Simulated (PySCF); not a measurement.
# C2H6OSSi: NMR shifts at several levels of theory, part 2 of 2

PySCF 2.14.0. Atoms count from 0. Earlier steps stand in the parts before.

### Step 9. Nuclear shieldings: wB97X-D/pcSseg-2

What the job is given:

```
{"job": {"kind": "nmr", "xc": "wB97X-D", "basis": "pcSseg-2", "pop": false}, "charge": 0, "multiplicity": 1}
Si     2.028832     0.152502    -0.358424
O      0.443089     0.015241     0.186259
C     -0.456509    -0.859663    -0.357150
C     -1.853796    -0.413005    -0.471024
S     -1.029840    -0.609177    -2.078457
H      2.057667     0.606826    -1.777438
H      2.667700     1.150062     0.538317
H      2.718618    -1.169558    -0.244680
H     -0.266507    -1.915059    -0.114407
H     -2.659253    -1.122820    -0.254791
H     -2.046534     0.620723    -0.165720
```

Method: GIAO wB97X-D/pcSseg-2 NMR shielding, non-relativistic, gas phase.

The log of the run:

```text
coarse grid: 10232 points
cycle   1  E = -842.6606165759  dE =  6.266e-01  |g| = 7.143e-01  |ddm| = 2.386e+00
cycle   2  E = -842.6371149149  dE =  2.350e-02  |g| = 8.541e-01  |ddm| = 9.546e-01
cycle   3  E = -842.7613885941  dE = -1.243e-01  |g| = 5.944e-02  |ddm| = 4.875e-01
cycle   4  E = -842.7620549497  dE = -6.664e-04  |g| = 3.613e-02  |ddm| = 9.396e-02
cycle   5  E = -842.7623456906  dE = -2.907e-04  |g| = 1.023e-02  |ddm| = 4.261e-02
cycle   6  E = -842.7623718391  dE = -2.615e-05  |g| = 2.683e-03  |ddm| = 1.615e-02
cycle   7  E = -842.7623744308  dE = -2.592e-06  |g| = 8.323e-04  |ddm| = 5.292e-03
final grid: 89528 points
cycle   8  E = -842.7706142549  dE = -1.599e-04  |g| = 6.191e-03  |ddm| = 3.664e-02
cycle   9  E = -842.7706147067  dE = -4.518e-07  |g| = 5.703e-03  |ddm| = 7.988e-03
cycle  10  E = -842.7706213177  dE = -6.611e-06  |g| = 8.789e-04  |ddm| = 4.915e-03
cycle  11  E = -842.7706215136  dE = -1.959e-07  |g| = 3.437e-04  |ddm| = 1.090e-03
cycle  12  E = -842.7706215386  dE = -2.498e-08  |g| = 1.351e-04  |ddm| = 3.797e-04
cycle  13  E = -842.7706215435  dE = -4.903e-09  |g| = 2.705e-05  |ddm| = 1.817e-04
cycle  14  E = -842.7706215439  dE = -4.832e-10  |g| = 1.412e-05  |ddm| = 9.593e-05
converged SCF energy = -842.7706215439

GIAO shielding tensors (ppm)
atom      isotropic    diamagn.    paramagn.     s11        s22        s33       span
  0 Si     372.936     877.092    -504.155    327.792    338.516    452.501    124.709
  1 O      275.179     396.299    -121.119    209.640    301.566    314.333    104.693
  2 C      112.439     241.588    -129.149     61.540    107.842    167.935    106.395
  3 C      154.281     248.886     -94.605    127.369    158.390    177.084     49.715
  4 S      660.172    1055.480    -395.308    214.574    669.954   1095.989    881.415
  5 H       26.525      28.715      -2.191     22.816     25.986     30.772      7.956
  6 H       26.660      28.797      -2.136     23.498     24.626     31.858      8.360
  7 H       26.494      28.441      -1.947     23.569     24.404     31.510      7.941
  8 H       26.244      28.389      -2.145     19.356     25.923     33.455     14.099
  9 H       29.020      28.174       0.845     23.329     25.131     38.599     15.270
 10 H       28.991      30.216      -1.225     23.800     26.238     36.934     13.134
```

Run time: 36 s. Hardware: 1 thread of Arm Neoverse V2, shared host; peak memory 1.2 GiB.

This run: δ C2 72.0, C3 30.1, Si0 -32.2, O1 51.7, H8 5.11, H5 4.80 ppm (means over like atoms).

### Step 10. NMR shieldings: LC-wPBE/pcSseg-2

Same as in step 9 but for these lines:

```diff
@@ -1,2 +1,2 @@
-{"job": {"kind": "nmr", "xc": "wB97X-D", "basis": "pcSseg-2", "pop": false}, "charge": 0, "multiplicity": 1}
+{"job": {"kind": "nmr", "xc": "LC-wPBE", "basis": "pcSseg-2", "pop": false}, "charge": 0, "multiplicity": 1}
 Si     2.028832     0.152502    -0.358424
```

Level: GIAO LC-wPBE/pcSseg-2 NMR shielding, non-relativistic, gas phase.

The log of the run:

```text
coarse grid: 10232 points
cycle   1  E = -842.4053672478  dE =  6.824e-01  |g| = 7.374e-01  |ddm| = 2.405e+00
cycle   2  E = -842.4106820257  dE = -5.315e-03  |g| = 8.039e-01  |ddm| = 8.960e-01
cycle   3  E = -842.5188778608  dE = -1.082e-01  |g| = 6.118e-02  |ddm| = 4.230e-01
cycle   4  E = -842.5197436701  dE = -8.658e-04  |g| = 3.571e-02  |ddm| = 9.799e-02
cycle   5  E = -842.5200432643  dE = -2.996e-04  |g| = 1.164e-02  |ddm| = 4.242e-02
cycle   6  E = -842.5200834789  dE = -4.021e-05  |g| = 2.562e-03  |ddm| = 2.079e-02
cycle   7  E = -842.5200878428  dE = -4.364e-06  |g| = 1.101e-03  |ddm| = 7.832e-03
final grid: 89528 points
cycle   8  E = -842.5305884580  dE = -9.787e-05  |g| = 8.627e-03  |ddm| = 2.961e-02
cycle   9  E = -842.5305909409  dE = -2.483e-06  |g| = 6.143e-03  |ddm| = 7.093e-03
cycle  10  E = -842.5305968137  dE = -5.873e-06  |g| = 9.354e-04  |ddm| = 4.519e-03
cycle  11  E = -842.5305970247  dE = -2.110e-07  |g| = 2.165e-04  |ddm| = 7.304e-04
cycle  12  E = -842.5305970452  dE = -2.055e-08  |g| = 6.826e-05  |ddm| = 5.072e-04
cycle  13  E = -842.5305970476  dE = -2.372e-09  |g| = 3.782e-05  |ddm| = 1.891e-04
cycle  14  E = -842.5305970482  dE = -6.305e-10  |g| = 1.087e-05  |ddm| = 9.932e-05
converged SCF energy = -842.5305970482

GIAO shielding tensors (ppm)
atom      isotropic    diamagn.    paramagn.     s11        s22        s33       span
  0 Si     373.712     876.728    -503.016    327.067    338.580    455.489    128.422
  1 O      288.422     394.761    -106.339    227.842    313.576    323.849     96.007
  2 C      117.708     240.059    -122.351     68.610    112.591    171.923    103.312
  3 C      159.031     247.529     -88.498    131.593    165.192    180.308     48.715
  4 S      668.832    1055.067    -386.235    206.763    695.105   1104.628    897.864
  5 H       26.544      28.658      -2.114     22.781     25.991     30.861      8.081
  6 H       26.649      28.720      -2.071     23.470     24.587     31.890      8.421
  7 H       26.509      28.430      -1.922     23.564     24.416     31.546      7.981
  8 H       26.342      28.497      -2.155     19.483     25.818     33.725     14.242
  9 H       29.022      28.399       0.624     23.268     24.978     38.821     15.553
 10 H       28.974      30.150      -1.176     23.726     26.033     37.163     13.437
```

It took 45 s on 1 thread of Arm Neoverse V2, shared host; peak memory 1.1 GiB.

Key values: δ C2 70.6, C3 29.3, Si0 -27.0, O1 44.2, H8 4.98, H5 4.75 ppm (means over like atoms).

### Step 11. Nuclear shieldings: PBE0/STO-3G

Same as in step 10 but for these lines:

```diff
@@ -1,2 +1,2 @@
-{"job": {"kind": "nmr", "xc": "LC-wPBE", "basis": "pcSseg-2", "pop": false}, "charge": 0, "multiplicity": 1}
+{"job": {"kind": "nmr", "xc": "PBE0", "basis": "STO-3G", "pop": true}, "charge": 0, "multiplicity": 1}
 Si     2.028832     0.152502    -0.358424
```

Method: GIAO PBE0/STO-3G NMR shielding, non-relativistic, gas phase.

The log of the run:

```text
coarse grid: 10232 points
cycle   1  E = -832.4751057480  dE =  3.365e-01  |g| = 5.584e-01  |ddm| = 4.195e+00
cycle   2  E = -832.4348668762  dE =  4.024e-02  |g| = 7.268e-01  |ddm| = 1.812e+00
cycle   3  E = -832.5871917442  dE = -1.523e-01  |g| = 4.338e-02  |ddm| = 9.691e-01
cycle   4  E = -832.5878083788  dE = -6.166e-04  |g| = 2.340e-02  |ddm| = 1.210e-01
cycle   5  E = -832.5880028291  dE = -1.945e-04  |g| = 7.658e-03  |ddm| = 4.894e-02
cycle   6  E = -832.5880224711  dE = -1.964e-05  |g| = 1.031e-03  |ddm| = 1.184e-02
cycle   7  E = -832.5880228258  dE = -3.547e-07  |g| = 2.864e-04  |ddm| = 1.897e-03
final grid: 89528 points
cycle   8  E = -832.5527542572  dE = -1.258e-08  |g| = 5.548e-03  |ddm| = 1.475e-02
cycle   9  E = -832.5527488608  dE =  5.396e-06  |g| = 6.807e-03  |ddm| = 1.697e-02
cycle  10  E = -832.5527639377  dE = -1.508e-05  |g| = 4.309e-04  |ddm| = 9.837e-03
cycle  11  E = -832.5527640086  dE = -7.098e-08  |g| = 4.327e-05  |ddm| = 7.723e-04
cycle  12  E = -832.5527640093  dE = -6.089e-10  |g| = 8.062e-06  |ddm| = 7.143e-05
converged SCF energy = -832.5527640093

GIAO shielding tensors (ppm)
atom      isotropic    diamagn.    paramagn.     s11        s22        s33       span
  0 Si     556.483     867.688    -311.204    507.867    516.463    645.119    137.252
  1 O      403.653     380.558      23.095    295.254    415.186    500.520    205.265
  2 C      172.472     251.235     -78.763    123.286    172.693    221.436     98.150
  3 C      205.603     254.782     -49.180    189.223    212.856    214.729     25.506
  4 S      747.194    1043.990    -296.796    305.679    786.984   1148.919    843.239
  5 H       30.311      30.882      -0.571     25.685     29.247     36.001     10.317
  6 H       30.028      30.715      -0.686     25.973     27.430     36.682     10.708
  7 H       30.293      30.652      -0.359     26.472     27.877     36.529     10.057
  8 H       30.379      31.443      -1.063     24.309     28.724     38.104     13.794
  9 H       31.402      30.356       1.046     26.137     27.209     40.859     14.722
 10 H       31.164      31.917      -0.753     25.417     28.640     39.436     14.019
```

Run time: 2.3 s. Hardware: 1 thread of Arm Neoverse V2, shared host; peak memory 0.4 GiB.

Key values: δ C2 62.2, C3 29.1, Si0 -38.9, O1 -61.9, H5 2.39, H8 2.23 ppm (means over like atoms).

### Step 12. NMR shieldings: PBE0/6-31G

Same as in step 11 but for these lines:

```diff
@@ -1,2 +1,2 @@
-{"job": {"kind": "nmr", "xc": "PBE0", "basis": "STO-3G", "pop": true}, "charge": 0, "multiplicity": 1}
+{"job": {"kind": "nmr", "xc": "PBE0", "basis": "6-31G", "pop": true}, "charge": 0, "multiplicity": 1}
 Si     2.028832     0.152502    -0.358424
```

Level: GIAO PBE0/6-31G NMR shielding, non-relativistic, gas phase.

The log of the run:

```text
coarse grid: 10232 points
cycle   1  E = -842.1029104573  dE =  7.025e-01  |g| = 6.056e-01  |ddm| = 3.284e+00
cycle   2  E = -841.9917324702  dE =  1.112e-01  |g| = 9.836e-01  |ddm| = 1.677e+00
cycle   3  E = -842.1814282086  dE = -1.897e-01  |g| = 7.816e-02  |ddm| = 9.947e-01
cycle   4  E = -842.1828529407  dE = -1.425e-03  |g| = 4.139e-02  |ddm| = 1.976e-01
cycle   5  E = -842.1833391585  dE = -4.862e-04  |g| = 1.016e-02  |ddm| = 6.570e-02
cycle   6  E = -842.1833669645  dE = -2.781e-05  |g| = 2.003e-03  |ddm| = 1.395e-02
cycle   7  E = -842.1833680762  dE = -1.112e-06  |g| = 6.709e-04  |ddm| = 4.229e-03
final grid: 89528 points
cycle   8  E = -842.1216150885  dE =  1.641e-06  |g| = 8.771e-03  |ddm| = 1.856e-02
cycle   9  E = -842.1215901764  dE =  2.491e-05  |g| = 1.313e-02  |ddm| = 2.552e-02
cycle  10  E = -842.1216345409  dE = -4.436e-05  |g| = 2.355e-04  |ddm| = 1.632e-02
cycle  11  E = -842.1216345556  dE = -1.464e-08  |g| = 1.398e-04  |ddm| = 6.033e-04
cycle  12  E = -842.1216345598  dE = -4.248e-09  |g| = 2.946e-05  |ddm| = 1.755e-04
cycle  13  E = -842.1216345600  dE = -2.203e-10  |g| = 9.187e-06  |ddm| = 5.752e-05
converged SCF energy = -842.1216345600

GIAO shielding tensors (ppm)
atom      isotropic    diamagn.    paramagn.     s11        s22        s33       span
  0 Si     442.629     879.496    -436.867    395.770    403.067    529.050    133.280
  1 O      293.006     399.181    -106.175    199.050    321.047    358.920    159.870
  2 C      131.690     244.704    -113.014     80.553    129.068    185.449    104.896
  3 C      170.404     257.325     -86.922    144.217    178.373    188.621     44.404
  4 S      706.865    1053.396    -346.531    303.123    728.746   1088.725    785.602
  5 H       27.652      28.038      -0.386     23.244     27.250     32.463      9.219
  6 H       27.663      28.818      -1.155     23.553     25.728     33.707     10.154
  7 H       27.699      28.396      -0.697     23.854     25.858     33.386      9.533
  8 H       27.634      28.675      -1.041     20.625     27.267     35.011     14.386
  9 H       29.974      29.978      -0.004     24.684     25.826     39.411     14.727
 10 H       29.778      29.532       0.246     25.060     26.762     37.513     12.454
```

Run time: 4.6 s. Hardware: 1 thread of Arm Neoverse V2, shared host; peak memory 0.42 GiB.

Key values: δ C2 67.8, C3 29.1, Si0 2.1, O1 25.5, H8 4.98, H5 4.94 ppm (means over like atoms).

### Step 13. Run by run: NMR shifts

Shifts (ppm) of some atoms, chosen among heavy atoms and hydrogens apart, means over like atoms, with basis size and wall time:

```
               run    C2    C3    H8    H5    Si0     O1    S4  functions   time
     PBE0/pcSseg-2  72.6  30.4  5.23  4.84  -31.5   57.5  -165        278   27 s
 mPW1PW91/pcSseg-2  72.8  30.6  5.21  4.81  -32.0   56.8  -164        278   27 s
     WP04/pcSseg-2  76.0  32.4  5.07  4.15  -40.3   55.5  -129        278   28 s
    B97-2/pcSseg-2  72.3  30.4  5.23  4.74  -33.4   56.3  -161        278   27 s
BHandHLYP/pcSseg-2  68.9  28.8  5.03  4.60  -37.1   47.4  -174        278   27 s
CAM-B3LYP/pcSseg-2  71.7  29.7  5.14  4.77  -35.6   55.8  -150        278   37 s
  wB97X-D/pcSseg-2  72.0  30.1  5.11  4.80  -32.2   51.7  -160        278   36 s
  LC-wPBE/pcSseg-2  70.6  29.3  4.98  4.75  -27.0   44.2  -168        278   45 s
       PBE0/STO-3G  62.2  29.1  2.23  2.39  -38.9  -61.9  -122         39  2.3 s
        PBE0/6-31G  67.8  29.1  4.98  4.94    2.1   25.5  -166         65  4.6 s
```

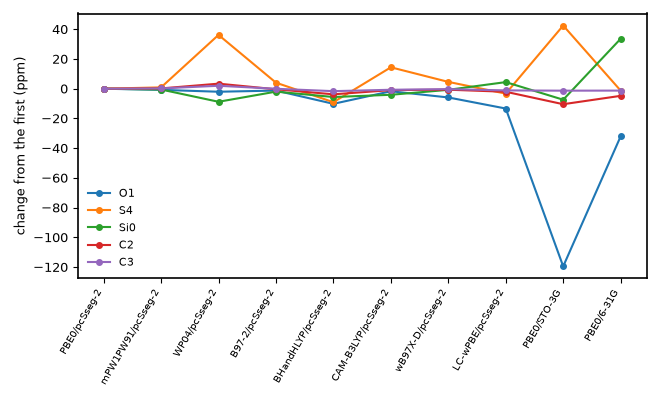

How five of the tabulated atoms move from run to run.

### Step 14. What came out

What follows sums up all 2 parts.

```
                                                              quantity                                             value
                                                           point group                                                C1
                                  rotational constants (main isotopes)                              7.48, 1.85, 1.59 GHz
                                ¹³C shifts against TMS (PBE0/pcSseg-2)                                    72.6, 30.4 ppm
¹H shifts against TMS (PBE0/pcSseg-2, means over atoms taken as alike)                        5.23, 4.84, 2.39, 2.39 ppm
                               ²⁹Si shifts against TMS (PBE0/pcSseg-2)                                         -31.5 ppm
                                ¹⁷O shifts against H2O (PBE0/pcSseg-2)                                          57.5 ppm
                                ³³S shifts against CS2 (PBE0/pcSseg-2)                                          -165 ppm
                                              range of the shift of O1                                 -61.9 to 57.5 ppm
                                         property runs in this session  10, of which 0 failed and 1 gave unsound results
```

**Reading.** Single values in the summary come from the first run of each kind that ended normally (PBE0/pcSseg-2), which need not be the best level. Over 7 steps the energy fell by 0.195 eV; of the close pairs, Si0–H7 changed most, 1.434 to 1.496 Å. At PBE0/pcSseg-2: The largest span, 864 ppm, is at S4, where the paramagnetic term is -387 ppm. Across the 10 runs the shift of O1 moves most, between -61.9 (PBE0/STO-3G) and 57.5 ppm (PBE0/pcSseg-2). A minimal basis is unusable for shieldings, so that end is no result.
